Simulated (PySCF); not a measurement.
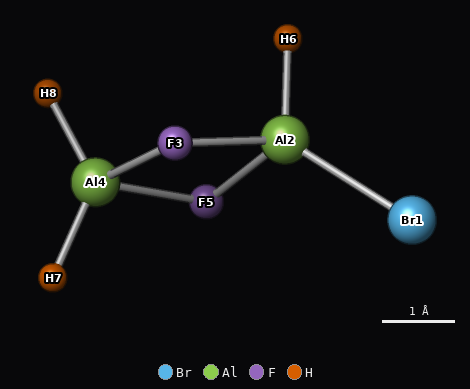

The structure as given in the input (ball-and-stick view, seen at a tilt; atoms are numbered from 1 in the order of the input). Sticks mark near contacts. Bond lengths as drawn: Al–Br 2.26 Å, Al–F 1.80 to 1.83 Å and Al–H 1.52 to 1.54 Å.

**Run report: Al$_{2}$H$_{3}$BrF$_{2}$, geometry relaxation**

The run: geometry relaxation of Al$_{2}$H$_{3}$BrF$_{2}$, SMILES [Br][AlH-]1[F+][AlH2-][F+]1. Method and program: PBE0-D3(BJ)/def2-SVP geometry optimisation, gas phase (PySCF 2.14.0).

Input
```
{"job": {"xc": "PBE0", "basis": "def2-SVP", "d3": "d3bj", "grid": 1, "shake": 0.01, "kind": "geom"}, "charge": 0, "multiplicity": 1}
Br     3.105880     1.059930     0.283900
Al     0.893370     0.950360    -0.138050
F     -0.199800     0.217780     1.138340
Al    -1.021710    -1.012010     0.112850
F      0.279050    -0.523450    -1.040600
H      0.066940     2.092760    -0.694560
H     -0.715740    -2.402660     0.663030
H     -2.352850    -0.401850    -0.377370
```

The first line tells a small driver script what to run in PySCF; the rest is the geometry in Å.

Run on 1 CPU thread, shared host.

Command:
```bash
OMP_NUM_THREADS=1 python <driver script> task.json out
```

Output
```
step   0  E = -3259.41840351  max force = 0.015003
step   1  E = -3259.42400467  max force = 0.003208
step   2  E = -3259.42433259  max force = 0.002589
step   3  E = -3259.42507388  max force = 0.003077
step   4  E = -3259.42527908  max force = 0.003034
step   5  E = -3259.42553352  max force = 0.002230
step   6  E = -3259.42552272  max force = 0.003578
step   7  E = -3259.42557516  max force = 0.002525
step   8  E = -3259.42562480  max force = 0.000710
step   9  E = -3259.42562410  max force = 0.000443
step  10  E = -3259.42563376  max force = 0.000101
optimisation converged
```

Trajectory as extended XYZ (Å, eV, eV/Å), 11 frames, from step=0 to step=10
```
8
Properties=species:S:1:pos:R:3:forces:R:3 step=0 energy=-88693.29238
Br    3.1059    1.0599    0.2839   -0.2686  -0.1848   0.0104
Al    0.8934    0.9504   -0.1381    0.3612  -0.1784   0.1134
F    -0.1998    0.2178    1.1383    0.5151   0.4106   0.4297
Al   -1.0217   -1.0120    0.1129   -0.6120  -0.3568  -0.0456
F     0.2791   -0.5234   -1.0406    0.6057   0.1444  -0.2941
H     0.0669    2.0928   -0.6946   -0.2570   0.7715  -0.3196
H    -0.7157   -2.4027    0.6630    0.1161  -0.7337   0.2642
H    -2.3529   -0.4018   -0.3774   -0.4606   0.1272  -0.1582
8
Properties=species:S:1:pos:R:3:forces:R:3 step=1 energy=-88693.44479
Br    3.0688    0.9048    0.3270   -0.0905  -0.0144  -0.0013
Al    0.8777    1.0153   -0.1629   -0.0070  -0.0423   0.0173
F    -0.1707    0.2698    1.1385   -0.0763  -0.0660  -0.1183
Al   -1.0271   -1.0392    0.1203    0.1649  -0.0400   0.0947
F     0.3035   -0.4782   -1.0533   -0.1123   0.0223   0.0493
H     0.1024    2.2430   -0.7391    0.1008   0.1231  -0.0287
H    -0.6891   -2.4681    0.6877    0.0133   0.0094  -0.0074
H    -2.4101   -0.4684   -0.3711    0.0071   0.0079  -0.0056
8
Properties=species:S:1:pos:R:3:forces:R:3 step=2 energy=-88693.45372
Br    3.0539    0.8815    0.3361   -0.0021  -0.0108   0.0129
Al    0.8728    1.0213   -0.1655   -0.0880  -0.0160  -0.0189
F    -0.1800    0.2737    1.1306   -0.0710  -0.0151  -0.0569
Al   -1.0245   -1.0436    0.1225    0.1332  -0.0487   0.0738
F     0.2922   -0.4701   -1.0561   -0.0848   0.0294  -0.0003
H     0.1224    2.2678   -0.7441    0.1074   0.0609  -0.0033
H    -0.6685   -2.4676    0.6899    0.0085   0.0007  -0.0043
H    -2.4127   -0.4838   -0.3662   -0.0032  -0.0003  -0.0031
8
Properties=species:S:1:pos:R:3:forces:R:3 step=3 energy=-88693.47389
Br    3.0006    0.7907    0.3709    0.1285  -0.0126   0.0202
Al    0.8477    1.0473   -0.1799   -0.1327  -0.0420  -0.0427
F    -0.2253    0.2983    1.1003   -0.0239   0.1582   0.1077
Al   -1.0127   -1.0621    0.1326   -0.0082  -0.0780  -0.0063
F     0.2382   -0.4321   -1.0753    0.0224   0.0671  -0.1240
H     0.2114    2.3590   -0.7601    0.0423  -0.0479   0.0308
H    -0.5757   -2.4628    0.6997   -0.0051  -0.0086   0.0014
H    -2.4287   -0.5592   -0.3409   -0.0232  -0.0361   0.0129
8
Properties=species:S:1:pos:R:3:forces:R:3 step=4 energy=-88693.47947
Br    2.9877    0.7527    0.3764    0.0751  -0.0184   0.0021
Al    0.8390    1.0546   -0.1868   -0.0486  -0.0687  -0.0077
F    -0.2444    0.3163    1.0924   -0.0039   0.1560   0.0792
Al   -1.0095   -1.0662    0.1380   -0.0386  -0.0580  -0.0228
F     0.2138   -0.4152   -1.0876    0.0336   0.0730  -0.0949
H     0.2481    2.3863   -0.7644    0.0038  -0.0406   0.0229
H    -0.5394   -2.4560    0.7049   -0.0021  -0.0030   0.0032
H    -2.4397   -0.5933   -0.3258   -0.0194  -0.0403   0.0180
8
Properties=species:S:1:pos:R:3:forces:R:3 step=5 energy=-88693.48640
Br    2.9656    0.6525    0.3740   -0.0489  -0.0252  -0.0253
Al    0.8285    1.0632   -0.2021    0.1147  -0.0938   0.0590
F    -0.2813    0.3644    1.0777    0.0169   0.0760  -0.0188
Al   -1.0088   -1.0650    0.1507   -0.0482   0.0168  -0.0357
F     0.1598   -0.3771   -1.1142    0.0142   0.0485  -0.0072
H     0.3297    2.4307   -0.7708   -0.0521  -0.0006  -0.0004
H    -0.4696   -2.4294    0.7178    0.0101   0.0110   0.0068
H    -2.4683   -0.6601   -0.2859   -0.0066  -0.0326   0.0216
8
Properties=species:S:1:pos:R:3:forces:R:3 step=6 energy=-88693.48610
Br    2.9358    0.5240    0.3664   -0.1063   0.0061  -0.0201
Al    0.8269    1.0667   -0.2174    0.1840  -0.0892   0.0818
F    -0.3134    0.4174    1.0592    0.0164  -0.0089  -0.0605
Al   -1.0133   -1.0537    0.1631   -0.0244   0.0812  -0.0390
F     0.1032   -0.3365   -1.1380   -0.0157  -0.0007   0.0286
H     0.4198    2.4661   -0.7761   -0.0709   0.0186  -0.0153
H    -0.4049   -2.3888    0.7302    0.0166   0.0156   0.0073
H    -2.4985   -0.7159   -0.2402    0.0004  -0.0226   0.0172
8
Properties=species:S:1:pos:R:3:forces:R:3 step=7 energy=-88693.48753
Br    2.9342    0.5091    0.3664   -0.0546   0.0015  -0.0082
Al    0.8328    1.0624   -0.2183    0.1299  -0.0363   0.0510
F    -0.3112    0.4227    1.0569   -0.0033  -0.0276  -0.0487
Al   -1.0163   -1.0476    0.1624   -0.0041   0.0714  -0.0246
F     0.1019   -0.3355   -1.1401   -0.0277  -0.0135   0.0271
H     0.4204    2.4615   -0.7769   -0.0487   0.0094  -0.0122
H    -0.4033   -2.3794    0.7326    0.0118   0.0106   0.0052
H    -2.5031   -0.7141   -0.2356   -0.0034  -0.0153   0.0104
8
Properties=species:S:1:pos:R:3:forces:R:3 step=8 energy=-88693.48888
Br    2.9368    0.4888    0.3686    0.0182  -0.0042   0.0049
Al    0.8462    1.0536   -0.2195    0.0261   0.0365  -0.0051
F    -0.3049    0.4283    1.0522   -0.0282  -0.0293  -0.0044
Al   -1.0229   -1.0354    0.1605    0.0182   0.0321   0.0001
F     0.1025   -0.3377   -1.1415   -0.0287  -0.0209   0.0070
H     0.4157    2.4491   -0.7803   -0.0003  -0.0088  -0.0037
H    -0.4062   -2.3626    0.7374   -0.0007  -0.0012   0.0013
H    -2.5117   -0.7049   -0.2302   -0.0045  -0.0042  -0.0001
8
Properties=species:S:1:pos:R:3:forces:R:3 step=9 energy=-88693.48886
Br    2.9368    0.4777    0.3694    0.0115   0.0013   0.0033
Al    0.8493    1.0524   -0.2210    0.0131   0.0228  -0.0061
F    -0.3064    0.4321    1.0498   -0.0195  -0.0177   0.0034
Al   -1.0251   -1.0321    0.1616    0.0144   0.0200   0.0010
F     0.0984   -0.3366   -1.1423   -0.0177  -0.0144   0.0018
H     0.4227    2.4484   -0.7834    0.0039  -0.0070  -0.0035
H    -0.4047   -2.3573    0.7397   -0.0031  -0.0021   0.0009
H    -2.5154   -0.7054   -0.2265   -0.0027  -0.0029  -0.0008
8
Properties=species:S:1:pos:R:3:forces:R:3 step=10 energy=-88693.48912
Br    2.9404    0.4770    0.3702   -0.0018   0.0020  -0.0006
Al    0.8525    1.0508   -0.2221   -0.0004  -0.0027  -0.0020
F    -0.3062    0.4328    1.0492   -0.0017   0.0027   0.0052
Al   -1.0272   -1.0294    0.1628    0.0030   0.0015   0.0009
F     0.0977   -0.3394   -1.1411    0.0000  -0.0001  -0.0006
H     0.4255    2.4447   -0.7882    0.0049  -0.0011  -0.0035
H    -0.4097   -2.3555    0.7424   -0.0037  -0.0010   0.0010
H    -2.5174   -0.7019   -0.2259   -0.0003  -0.0014  -0.0005
```

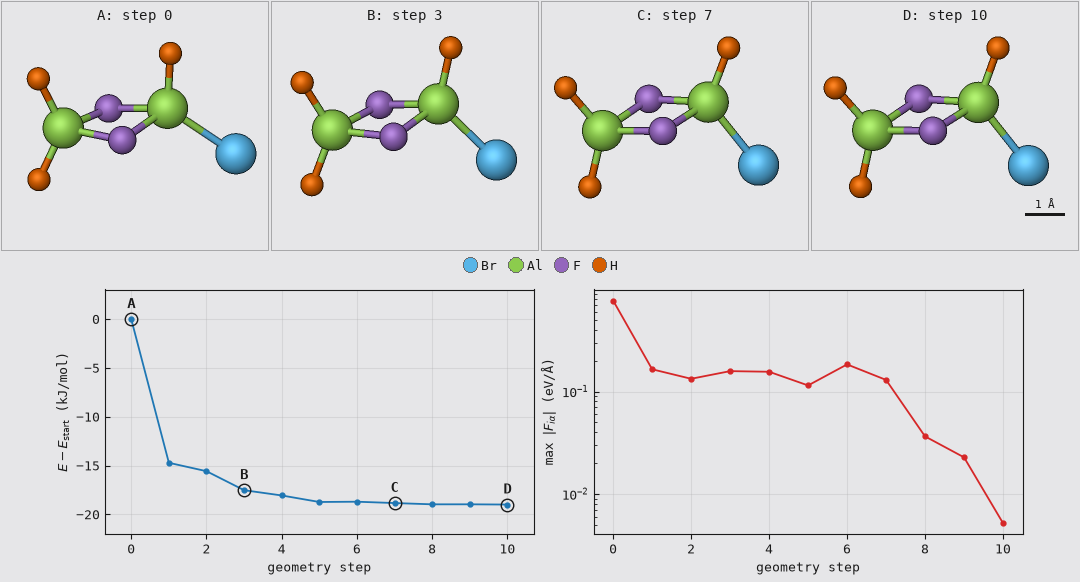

Frames of the relaxation (ball-and-stick view, seen at a tilt) above the curves, on which the letters mark them (steps are counted from 0).

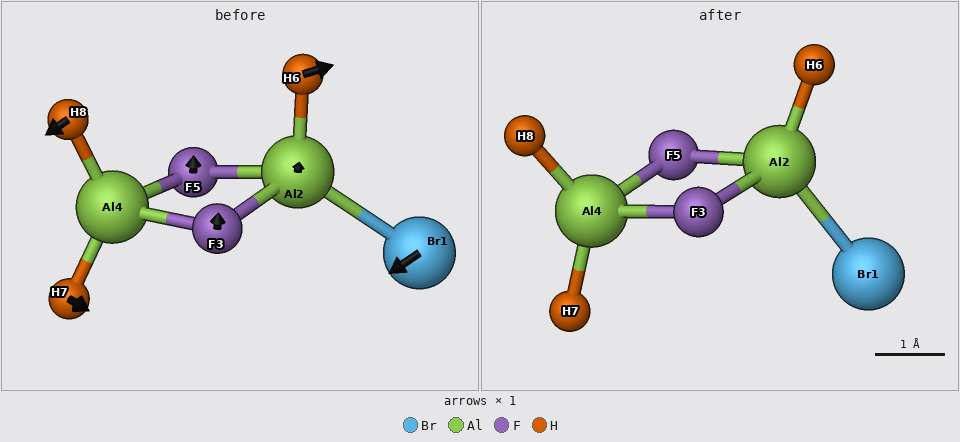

Before (left) and after (right) the relaxation, at one scale (ball-and-stick view, seen at a tilt). The black arrows give the displacements, at true length. Over 10 geometry steps the energy falls by 19.0 kJ/mol. Largest force component: 0.77 eV/Å at the start, 0.0052 eV/Å at the end. Br1 moves most after the best rigid fit: 0.55 Å. By element the largest moves are Br 0.55 Å, H 0.48 Å, F 0.27 Å, Al 0.16 Å. Among the contacts that change: F3–Al4 1.800 → 1.856 Å, Al4–F5 1.806 → 1.855 Å, Al2–H6 1.516 → 1.564 Å, Al4–H7 1.527 → 1.573 Å. Among the angles that change: Br1–Al2–F3 118.3° → 108.6°, F3–Al2–H6 103.4° → 112.3°, Br1–Al2–F5 117.4° → 108.8°. (Atoms are counted from 1 in the order of the input.)

Results in brief

| quantity | value |
| --- | --- |
| outcome | converged |
| total energy | −3259.425634 hartree |
| dipole moment | 1.28 D |
| point group | Cs |
| wall time | 55 s |
| peak memory | 0.47 GiB |
